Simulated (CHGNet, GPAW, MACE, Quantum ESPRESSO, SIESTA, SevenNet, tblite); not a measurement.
**Other levels on twisted Ti3C2O2 MXene bilayer, 38.21° (98 atoms)**

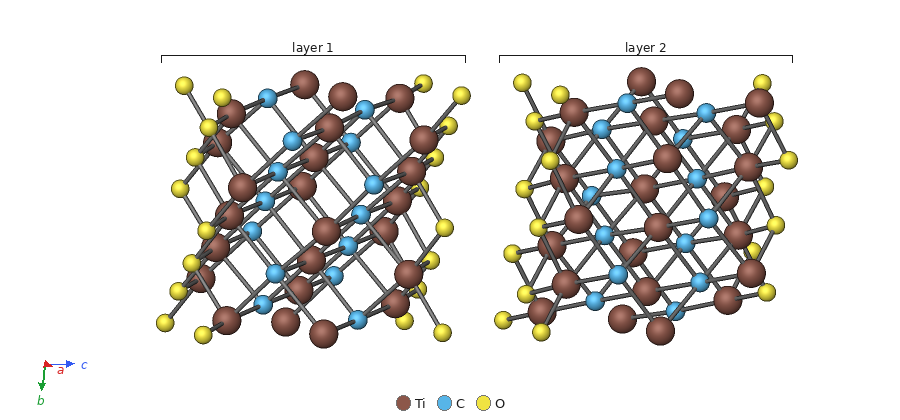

The cell (titanium brown, carbon blue, oxygen yellow). Bonds to atoms that aren't drawn are left out. Some periodic images of atoms are drawn too.

The cell holds 98 atoms: 42 Ti, 28 C and 28 O. Cell: a = 8.043 Å, b = 8.043 Å, c = 30.650 Å, α = 90.0°, β = 90.0°, γ = 120.0°. It derives from Ti3C2O2 (Ti3C2O2 MXene). Ti3C2O2 MXene (a = 3.04 Å) under Ti3C2O2 MXene (a = 3.04 Å), bilayer, commensurate cell of 7 unit cells a layer, twist 38.21 deg; facing planes 2.85 Å apart; 14 Å of vacuum; layers as built, displaced by a Gaussian of 0.01 Å. Then every atom was moved at random, 0.02 Å r.m.s. a Cartesian component. Regions: layer 1, 49 atoms (21 Ti, 14 C and 14 O); layer 2, 49 atoms (21 Ti, 14 C and 14 O). Vacuum lies along c.

Geometry: as built.

The reference, a calculation:

| Property | Result |
| --- | --- |
| method | Kohn-Sham DFT, PBE, SSSP efficiency 1.3.0 pseudopotentials, plane waves (Quantum ESPRESSO 7.5); sssp-pbe-1.3.0-efficiency, cutoffs 60/480 Ry, Γ point |
| r.m.s. force component | 0.3758 eV/Å |
| longest force | 1.14 eV/Å |
| time | 24 min on 4 MPI ranks of Arm Neoverse V2, shared host |
| CPU time | 1.6 h |

Runs, in no order:
A. SevenNet l3i5 potential: machine-learned interatomic potential SevenNet l3i5, trained on PBE(+U) plane-wave data
B. tblite GFN1-xTB: GFN1-xTB tight binding, diagonalisation
C. GPAW PBE, plane waves 600 eV: Kohn-Sham DFT, PBE, PAW, plane waves
D. SIESTA PBE, DZP, shift 0.01 Ry, mesh 500 Ry: Kohn-Sham DFT, PBE, PseudoDojo 0.4.1 norm-conserving pseudopotentials (converted to PSML), numerical atomic orbitals (DZP), diagonalisation
E. SIESTA PBE, SZP, shift 0.01 Ry, mesh 500 Ry: Kohn-Sham DFT, PBE, PseudoDojo 0.4.1 norm-conserving pseudopotentials (converted to PSML), numerical atomic orbitals (SZP), diagonalisation

Q: Order them from the smallest to the largest r.m.s. force difference.

C, D, E, A, B.

```tsv
run	Δ force, r.m.s. (meV/Å)	share of r.m.s. force (%)	CPU time
C. GPAW PBE, plane waves 600 eV	36.9	9.81	36 min
D. SIESTA PBE, DZP, shift 0.01 Ry, mesh 500 Ry	62.9	16.7	15 min
E. SIESTA PBE, SZP, shift 0.01 Ry, mesh 500 Ry	124	32.9	12 min
A. SevenNet l3i5 potential	263	70.0	10 s
B. tblite GFN1-xTB	467	124	15 s
```

Periodic xTB results under one method name differ between programs and library versions. Machine-learned potentials mimic data converged in k, so the reference's own k-point error enters their differences. The runs have no spin polarisation, so any moments at edges, vacancies or dangling bonds can't form. The electronic-structure runs sample only Γ, in a cell whose shortest periodic width is 7 Å, which is coarse for a cell with partly filled levels.

[Logs are printed without paths, hosts, clocks, repeated set-up lines and the standing remarks that a program may print on its own settings, such as how far it seeks lower states.]

[Hosts, paths, dates, database ids (printed as entryN), source tags and the programs' standing remarks are cut or masked in the printed files.]
